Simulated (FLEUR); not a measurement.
## Cr (Chromium): which magnetic order is lowest

Aim: find out whether Cr (Chromium) carries moments, and which collinear order costs least.

Program: FLEUR MaX-R8.1. Level of theory: LDA (VWN); all-electron FLAPW, Dirac cores, scalar-relativistic bands. Results are calculated unless marked as measured.

## (1) Set-up

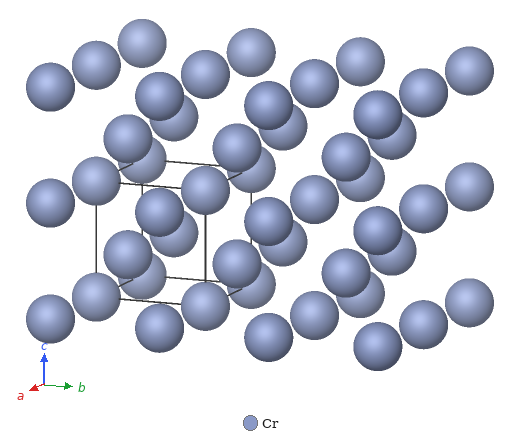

The starting structure, seen slightly off an axis (chromium light blue). 2×3×2 cells are drawn. This picture shows the conventional cell, with its axes. Some periodic images of atoms are drawn too.

## (2) Start 1: ferro +

The parallel start comes first: it shows whether parallel moments hold.

inpgen writes inp.xml from crystal.txt; cutoffs, mixing, functional, smearing and local orbitals are then set in the file. The k list default-1 (kpts.xml, not shown) is a Γ-centred 14×14×14 mesh; where the ranks do not divide the number of points, some are split in two of half the weight.

inp.xml reads:

```
<?xml version="1.0" encoding="UTF-8" standalone="no"?>
<fleurInput fleurInputVersion="0.39">
   <comment>
      Cr
   </comment>
   <calculationSetup>
      <cutoffs Kmax="3.6" Gmax="10.8" GmaxXC="10.8" numbands="0"/>
      <scfLoop itmax="90" minDistance="0.00002" maxIterBroyd="15" imix="Anderson" alpha="0.05" precondParam="0.0" spinf="2.0" sdNocoIR="T"/>
      <coreElectrons ctail="T" frcor="F" kcrel="0" coretail_lmax="0"/>
      <xcFunctional name="vwn" relativisticCorrections="F"/>
      <magnetism jspins="2"/>
      <soc l_soc="F" theta="0.0" phi="0.0" spav="F"/>
      <expertModes spex="0" secvar="F"/>
      <geometryOptimization l_f="F" forcealpha="1.0" forcemix="BFGS" epsdisp="0.00001" epsforce="0.00001"/>
      <ldaU l_linMix="F" mixParam="0.05" spinf="1.0"/>
   </calculationSetup>
   <cell>
      <bzIntegration valenceElectrons="14.0" mode="hist" fermiSmearingEnergy="0.00183747">
         <kPointListSelection listName="default-1"/>
         <xi:include xmlns:xi="http://www.w3.org/2001/XInclude" href="kpts.xml"> </xi:include>
      </bzIntegration>
      <xi:include xmlns:xi="http://www.w3.org/2001/XInclude" href="sym.xml"> </xi:include>
      <bulkLattice scale="1.0">
         <bravaisMatrix>
            <row-1>   -2.7248905853669698     2.7248905853669698     2.7248905853669698</row-1>
            <row-2>    2.7248905853669698    -2.7248905853669698     2.7248905853669698</row-2>
            <row-3>    2.7248905853669698     2.7248905853669698    -2.7248905853669698</row-3>
         </bravaisMatrix>
      </bulkLattice>
   </cell>
   <atomSpecies>
      <species name="Chromium (2.500" element="Cr" atomicNumber="24">
         <mtSphere radius="2.3" gridPoints="761" logIncrement="0.016"/>
         <atomicCutoffs lmax="8" lnonsphr="6"/>
         <electronConfig flipSpins="F">
            <coreConfig>(1s1/2) (2s1/2) (2p1/2) (2p3/2)</coreConfig>
            <valenceConfig>(3s1/2) (3p1/2) (3p3/2) (4s1/2) (3d3/2) (3d5/2)</valenceConfig>
            <stateOccupation state="(4s1/2)" spinUp="0.5" spinDown="0.5"/>
            <stateOccupation state="(3d3/2)" spinUp="1.0" spinDown="1.0"/>
            <stateOccupation state="(3d5/2)" spinUp="2.75" spinDown="0.25"/>
         </electronConfig>
         <energyParameters s="4" p="4" d="3" f="4"/>
         <lo type="SCLO" l="0" n="3" eDeriv="0"/>
         <lo type="SCLO" l="1" n="3" eDeriv="0"/>
      </species>
   </atomSpecies>
   <atomGroups>
      <atomGroup species="Chromium (2.500">
         <relPos label="                   1">.0000000000 .0000000000 .0000000000</relPos>
         <force calculate="T" relaxXYZ="TTT"/>
      </atomGroup>
   </atomGroups>
   <output dos="F" band="F" slice="F">
      <bandDOS minEnergy="-.5*Htr" maxEnergy="0.5*Htr" sigma="0.015" storeEVData="T"/>
      <plotting iplot="0" polar="F">
         <plot TwoD="T" vec1="  1.0  0.0  0.0" vec2="  0.0  1.0  0.0" vec3="  0.0  0.0  1.0" zero="  0.0  0.0  0.0" file="plot"/>
      </plotting>
      <moessbauerParams electricFieldGradient="F" isomerShift="F" coreHyperfine="F" valenceHyperfine="F"/>
   </output>
</fleurInput>
```

crystal.txt reads:

```
Cr
&input film=F cartesian=F /
-1.44195000000  1.44195000000  1.44195000000
1.44195000000  -1.44195000000  1.44195000000
1.44195000000  1.44195000000  -1.44195000000
1.8897261246
1.0 1.0 1.0

1
24 0.00000000000  0.00000000000  0.00000000000 : 2.500

&kpt div1=14 div2=14 div3=14 gamma=T /
```

Command:

```sh
> OMP_NUM_THREADS=1 inpgen -f crystal.txt > inpgen.log  # inp.xml is then edited as shown
> OMP_NUM_THREADS=1 mpirun -n 4 fleur_MPI > fleur.log
```

What it wrote:

```text
Welcome to FLEUR        (www.flapw.de)
      MaX-Release 8.1          (www.max-centre.eu)

 ========== k-point set info ==========
 Selected k-point list: default-1
 k-point list type: mesh
 14 x 14 x 14
 Number of k points: 104

 ------------Calculation Setup---------------------------
 Number of MPI-tasks      :            4
 Number of PE/node        :            4
 Number of OMP-threads    :            1
 k-points in parallel     :            4
 pe's per k-point         :            1
 No of k-point loops      :           26
 Eigenvalue solver        :       lapack
 Number of basis functions:           74
 Approximate size of matrices (H+S) per k-point:         0.000 GB
 --------------------------------------------------------
 Iteration:     1   Distance:      47.44526378 me/bohr^3
 Iteration:     2   Distance:      44.94398406 me/bohr^3
 Iteration:     3   Distance:      23.99084454 me/bohr^3
 Iteration:     4   Distance:      29.66368796 me/bohr^3
 Iteration:     5   Distance:      26.91491057 me/bohr^3
 Iteration:     6   Distance:      27.76387811 me/bohr^3
 Iteration:     7   Distance:      14.34993493 me/bohr^3
 Iteration:     8   Distance:       1.93108950 me/bohr^3
 Iteration:     9   Distance:       1.60860281 me/bohr^3
 Iteration:    10   Distance:       1.69263217 me/bohr^3
 Iteration:    11   Distance:       0.20201563 me/bohr^3
 Iteration:    12   Distance:       0.20712935 me/bohr^3
 Iteration:    13   Distance:       0.04122251 me/bohr^3
 Iteration:    14   Distance:       0.03303876 me/bohr^3
 Iteration:    15   Distance:       0.00718238 me/bohr^3
 Iteration:    16   Distance:       0.00697301 me/bohr^3
 Iteration:    17   Distance:       0.00547228 me/bohr^3
 Iteration:    18   Distance:       0.00201362 me/bohr^3
 Iteration:    19   Distance:       0.00053352 me/bohr^3
 Iteration:    20   Distance:       0.00056050 me/bohr^3
 Iteration:    21   Distance:       0.00010624 me/bohr^3
 Iteration:    22   Distance:       0.00000453 me/bohr^3

 ********************************************************************
 Run finished successfully
 Stop message:
   all done
 ********************************************************************

--- out.xml (last complete iteration) ---
<iteration numberForCurrentRun="   22" overallNumber="   22">
         <energyParameters units="Htr">
            <atomicEP atomType="1" spin="1" branch="4s" branchLowest="-2.19" branchHighest="2.21" value="0.2404288294"/>
            <atomicEP atomType="1" spin="1" branch="4p" branchLowest="-1.13" branchHighest="2.75" value="0.3600134437"/>
            <atomicEP atomType="1" spin="1" branch="3d" branchLowest="-9.99" branchHighest="0.57" value="0.3637433766"/>
            <atomicEP atomType="1" spin="1" branch="4f" branchLowest="-9.99" branchHighest="3.46" value="0.6590185125"/>
            <loAtomicEP atomType="1" spin="1" branch="3s" branchLowest="-23.99" branchHighest="-2.19" value="-2.2064004847"/>
            <loAtomicEP atomType="1" spin="1" branch="3p" branchLowest="-20.12" branchHighest="-1.13" value="-1.1665018602"/>
            <atomicEP atomType="1" spin="2" branch="4s" branchLowest="-2.19" branchHighest="2.21" value="0.2404288470"/>
            <atomicEP atomType="1" spin="2" branch="4p" branchLowest="-1.13" branchHighest="2.75" value="0.3600134614"/>
            <atomicEP atomType="1" spin="2" branch="3d" branchLowest="-9.99" branchHighest="0.57" value="0.3637433877"/>
            <atomicEP atomType="1" spin="2" branch="4f" branchLowest="-9.99" branchHighest="3.46" value="0.6590185306"/>
            <loAtomicEP atomType="1" spin="2" branch="3s" branchLowest="-23.99" branchHighest="-2.19" value="-2.2064004801"/>
            <loAtomicEP atomType="1" spin="2" branch="3p" branchLowest="-20.12" branchHighest="-1.13" value="-1.1665018549"/>
         </energyParameters>
         <bandgap value="0.0154799311" units="eV"/>
         <sumValenceSingleParticleEnergies value="-9.4988278290" units="Htr"/>
         <FermiEnergy value="0.4083102760" units="Htr"/>
         <valenceDensity>
            <mtCharges spin="1">
               <mtCharge atomType="1" total="6.3656029" s="1.1747998" p="3.1681880" d="2.0054764" f="0.0137035"/>
            </mtCharges>
            <mtCharges spin="2">
               <mtCharge atomType="1" total="6.3656028" s="1.1747998" p="3.1681879" d="2.0054763" f="0.0137035"/>
            </mtCharges>
            <spinDependentCharge spin="1" total="7.0000001" interstitial="0.6343972" mtSpheres="6.3656029"/>
            <spinDependentCharge spin="2" total="6.9999999" interstitial="0.6343972" mtSpheres="6.3656028"/>
            <totalCharge value="14.0000000000"/>
         </valenceDensity>
         <coreStates atomType="     1" atomicNumber=" 24" spin="1" kinEnergy="    479.7753698058" eigValSum="   -299.4070942282" lostElectrons=" 0.000000">
            <state n="1" l="0" j="0.5" energy="-215.0627018102" weight="1.0000000000"/>
            <state n="2" l="0" j="0.5" energy="-23.9865446815" weight="1.0000000000"/>
            <state n="2" l="1" j="0.5" energy="-20.3304723692" weight="1.0000000000"/>
            <state n="2" l="1" j="1.5" energy="-20.0136876836" weight="2.0000000000"/>
         </coreStates>
         <coreStates atomType="     1" atomicNumber=" 24" spin="2" kinEnergy="    479.7753698144" eigValSum="   -299.4070942299" lostElectrons=" 0.000000">
            <state n="1" l="0" j="0.5" energy="-215.0627018110" weight="1.0000000000"/>
            <state n="2" l="0" j="0.5" energy="-23.9865446815" weight="1.0000000000"/>
            <state n="2" l="1" j="0.5" energy="-20.3304723695" weight="1.0000000000"/>
            <state n="2" l="1" j="1.5" energy="-20.0136876839" weight="2.0000000000"/>
         </coreStates>
         <allElectronCharges>
            <spinDependentCharge spin="1" total="12.0000001" interstitial="0.6343972" mtSpheres="11.3656029"/>
            <spinDependentCharge spin="2" total="11.9999999" interstitial="0.6343972" mtSpheres="11.3656028"/>
            <totalCharge value="24.0000000001"/>
         </allElectronCharges>
         <magneticMomentsInMTSpheres units="muBohr">
            <globalMagMoment atomType="1" vec="0.00000   0.00000   0.00000"/>
            <localMagMoment atomType="1" vec="0.00000   0.00000   0.00000"/>
         </magneticMomentsInMTSpheres>
         <moessbauerParams unitsHFF="kG" unitsIS="e/bohr^3" unitsEFG="Htr/bohr^2">
         </moessbauerParams>
         <totalEnergy value="    -1048.8889757140" units="Htr">
            <sumOfEigenvalues value="     -608.3130162870">
               <coreElectrons value="-598.8141884580"/>
               <valenceElectrons value="-9.4988278290"/>
            </sumOfEigenvalues>
            <densityCoulombPotentialIntegral value="-1606.8168740104"/>
            <densityEffectivePotentialIntegral value="-1668.6584540643"/>
            <chargeDenXCDenIntegral value="-46.7326246630"/>
            <FockExchangeEnergyValence value="0.0000000000"/>
            <FockExchangeEnergyCore value="0.0000000000"/>
            <atomTypeDependentContributions atomType="1">
               <electronNucleiInteractionDifferentMTs value="1248.2164232061"/>
               <MadelungTerm value="-10.8769286170"/>
            </atomTypeDependentContributions>
            <tkbTimesEntropy value="0.0003316457"/>
            <freeEnergy value="-1048.8893073598"/>
            <extrapolationTo0K value="-1048.8891415369"/>
         </totalEnergy>
         <densityConvergence units="me/bohr^3">
            <chargeDensity spin="1" distance="0.0000026024"/>
            <chargeDensity spin="2" distance="0.0000023746"/>
            <overallChargeDensity distance="0.0000020777"/>
            <spinDensity distance="0.0000045284"/>
         </densityConvergence>
      </iteration>
```

Elapsed: 4.6 s, on 4 MPI ranks of AMD EPYC 9R45, shared host; peak memory 0.19 GiB.

The spin moment in the muffin-tin sphere vanishes on all atoms.

Read from the output:

```
free energy                                                       : -28541.7321 eV
program's band gap on this mesh (in a metal only a level spacing) : 0.01548 eV
final state                                                       : non-magnetic
```

After 22 cycles the seed has died away: no moment is left.

## (3) Run 2 (antiferro q=(0,0,1/2) +-)

An opposed order shows whether neighbours prefer unlike signs.

This order needs a doubled cell of 2 atoms. The mesh is halved along the doubled vector, so that both cells sample the same points. The k list default-1 (kpts.xml, not shown) is a Γ-centred 14×14×7 mesh.

Changes to inp.xml since step 2:

```diff
@@ -17,3 +17,3 @@
    <cell>
-      <bzIntegration valenceElectrons="14.0" mode="hist" fermiSmearingEnergy="0.00183747">
+      <bzIntegration valenceElectrons="28.0" mode="hist" fermiSmearingEnergy="0.00183747">
          <kPointListSelection listName="default-1"/>
@@ -26,3 +26,3 @@
             <row-2>    2.7248905853669698    -2.7248905853669698     2.7248905853669698</row-2>
-            <row-3>    2.7248905853669698     2.7248905853669698    -2.7248905853669698</row-3>
+            <row-3>    5.4497811707339396     5.4497811707339396    -5.4497811707339396</row-3>
          </bravaisMatrix>
@@ -45,2 +45,16 @@
       </species>
+      <species name="Chromium (-2.500" element="Cr" atomicNumber="24">
+         <mtSphere radius="2.3" gridPoints="761" logIncrement="0.016"/>
+         <atomicCutoffs lmax="8" lnonsphr="6"/>
+         <electronConfig flipSpins="F">
+            <coreConfig>(1s1/2) (2s1/2) (2p1/2) (2p3/2)</coreConfig>
+            <valenceConfig>(3s1/2) (3p1/2) (3p3/2) (4s1/2) (3d3/2) (3d5/2)</valenceConfig>
+            <stateOccupation state="(4s1/2)" spinUp="0.5" spinDown="0.5"/>
+            <stateOccupation state="(3d3/2)" spinUp="1.0" spinDown="1.0"/>
+            <stateOccupation state="(3d5/2)" spinUp="0.25" spinDown="2.75"/>
+         </electronConfig>
+         <energyParameters s="4" p="4" d="3" f="4"/>
+         <lo type="SCLO" l="0" n="3" eDeriv="0"/>
+         <lo type="SCLO" l="1" n="3" eDeriv="0"/>
+      </species>
    </atomSpecies>
@@ -49,2 +63,6 @@
          <relPos label="                   1">.0000000000 .0000000000 .0000000000</relPos>
+         <force calculate="T" relaxXYZ="TTT"/>
+      </atomGroup>
+      <atomGroup species="Chromium (-2.500">
+         <relPos label="                   2">.0000000000 .0000000000 1.000/2.000</relPos>
          <force calculate="T" relaxXYZ="TTT"/>
```

crystal.txt reads:

```
Cr
&input film=F cartesian=F /
-1.44195000000  1.44195000000  1.44195000000
1.44195000000  -1.44195000000  1.44195000000
2.88390000000  2.88390000000  -2.88390000000
1.8897261246
1.0 1.0 1.0

2
24 0.00000000000  0.00000000000  0.00000000000 : 2.500
24 0.00000000000  0.00000000000  0.50000000000 : -2.500

&kpt div1=14 div2=14 div3=7 gamma=T /
```

What it wrote:

```text
[banner, memory and clock lines left out]
Welcome to FLEUR        (www.flapw.de)
      MaX-Release 8.1          (www.max-centre.eu)

 ========== k-point set info ==========
 Selected k-point list: default-1
 k-point list type: mesh
 14 x 14 x 7
 Number of k points: 372

 ------------Calculation Setup---------------------------
 Number of PE/node        :            4
 Number of OMP-threads    :            1
 k-points in parallel     :            4
 pe's per k-point         :            1
 No of k-point loops      :           93
 Eigenvalue solver        :       lapack
 Number of basis functions:          148
 Approximate size of matrices (H+S) per k-point:         0.000 GB
 Iteration:     1   Distance:      38.32321604 me/bohr^3
 Iteration:     2   Distance:      33.90370326 me/bohr^3
 Iteration:     3   Distance:      15.04964622 me/bohr^3
 Iteration:     4   Distance:      24.13204844 me/bohr^3
 Iteration:     5   Distance:      21.07070889 me/bohr^3
 Iteration:     6   Distance:       8.95763268 me/bohr^3
 Iteration:     7   Distance:       6.58037358 me/bohr^3
 Iteration:     8   Distance:       6.56925923 me/bohr^3
 Iteration:     9   Distance:       1.38683498 me/bohr^3
 Iteration:    10   Distance:       1.17327871 me/bohr^3
 Iteration:    11   Distance:       1.15656939 me/bohr^3
 Iteration:    12   Distance:       0.68437777 me/bohr^3
 Iteration:    13   Distance:       0.70030243 me/bohr^3
 Iteration:    14   Distance:       0.16325160 me/bohr^3
 Iteration:    15   Distance:       0.11070209 me/bohr^3
 Iteration:    16   Distance:       0.10845726 me/bohr^3
 Iteration:    17   Distance:       0.08432365 me/bohr^3
 Iteration:    18   Distance:       0.04037969 me/bohr^3
 Iteration:    19   Distance:       0.01348110 me/bohr^3
 Iteration:    20   Distance:       0.01343737 me/bohr^3
 Iteration:    21   Distance:       0.00212689 me/bohr^3
 Iteration:    22   Distance:       0.00107715 me/bohr^3
 Iteration:    23   Distance:       0.00019816 me/bohr^3
 Iteration:    24   Distance:       0.00010430 me/bohr^3
 Iteration:    25   Distance:       0.00006600 me/bohr^3
 Iteration:    26   Distance:       0.00001457 me/bohr^3

 ********************************************************************
 Run finished successfully
 Stop message:
   all done
 ********************************************************************

--- out.xml (last complete iteration) ---
<iteration numberForCurrentRun="   26" overallNumber="   26">
         [... left out ...]
         <bandgap value="0.0000000223" units="eV"/>
         <sumValenceSingleParticleEnergies value="-18.9976559708" units="Htr"/>
         <FermiEnergy value="0.4083103415" units="Htr"/>
         <valenceDensity>
            <mtCharges spin="1">
               <mtCharge atomType="1" total="6.3656033" s="1.1747998" p="3.1681880" d="2.0054767" f="0.0137035"/>
               <mtCharge atomType="2" total="6.3656024" s="1.1747997" p="3.1681880" d="2.0054758" f="0.0137035"/>
            </mtCharges>
            <mtCharges spin="2">
               <mtCharge atomType="1" total="6.3656024" s="1.1747997" p="3.1681880" d="2.0054758" f="0.0137035"/>
               <mtCharge atomType="2" total="6.3656033" s="1.1747998" p="3.1681880" d="2.0054767" f="0.0137035"/>
            </mtCharges>
            <spinDependentCharge spin="1" total="14.0000000" interstitial="1.2687944" mtSpheres="12.7312056"/>
            <spinDependentCharge spin="2" total="14.0000000" interstitial="1.2687944" mtSpheres="12.7312056"/>
            <totalCharge value="28.0000000000"/>
         </valenceDensity>
         [... left out ...]
         <magneticMomentsInMTSpheres units="muBohr">
            <globalMagMoment atomType="1" vec="0.00000   0.00000   0.00000"/>
            <localMagMoment atomType="1" vec="0.00000   0.00000   0.00000"/>
            <globalMagMoment atomType="2" vec="0.00000   0.00000   0.00000"/>
            <localMagMoment atomType="2" vec="0.00000   0.00000   0.00000"/>
         </magneticMomentsInMTSpheres>
         [... left out ...]
         <totalEnergy value="    -2097.7779514909" units="Htr">
            <sumOfEigenvalues value="    -1216.6260330198">
               <coreElectrons value="-1197.6283770490"/>
               <valenceElectrons value="-18.9976559708"/>
            </sumOfEigenvalues>
            <densityCoulombPotentialIntegral value="-3213.6337480597"/>
            <densityEffectivePotentialIntegral value="-3337.3169081485"/>
            <chargeDenXCDenIntegral value="-93.4652493115"/>
            <FockExchangeEnergyValence value="0.0000000000"/>
            <FockExchangeEnergyCore value="0.0000000000"/>
         [... left out ...]
            <tkbTimesEntropy value="0.0006632206"/>
            <freeEnergy value="-2097.7786147116"/>
            <extrapolationTo0K value="-2097.7782831013"/>
         </totalEnergy>
         <densityConvergence units="me/bohr^3">
            <chargeDensity spin="1" distance="0.0000080910"/>
            <chargeDensity spin="2" distance="0.0000081009"/>
            <overallChargeDensity distance="0.0000070619"/>
            <spinDensity distance="0.0000145707"/>
         </densityConvergence>
      </iteration>
```

Wall time 37 s (4 MPI ranks); peak memory 0.27 GiB; 2.5 min of CPU time.

The spin moment in the muffin-tin sphere vanishes on all atoms.

This step gave:

| Item | Value |
| --- | --- |
| free energy | -57083.4641 eV |
| program's band gap on this mesh (in a metal only a level spacing) | 2.23e-8 eV |
| final state | non-magnetic |

It ends in the same state without moments as the first start; the 1.1e-4 meV a seeded atom between them is numerical noise.

[end of part 1 of 3]

[Logs and program files are shortened in this print: banners, set-up blocks, solver, clock and traceback lines can be left out without a mark of their own.]

[Logs are printed without paths, hosts, clocks, repeated set-up lines and the standing remarks that a program may print on its own settings, such as how far it seeks lower states.]

[Hosts, paths, dates, database ids (printed as entryN), source tags and the programs' standing remarks are cut or masked in the printed files.]

[Where a cell is said to come from a database of computed structures, the database is the Materials Project.]
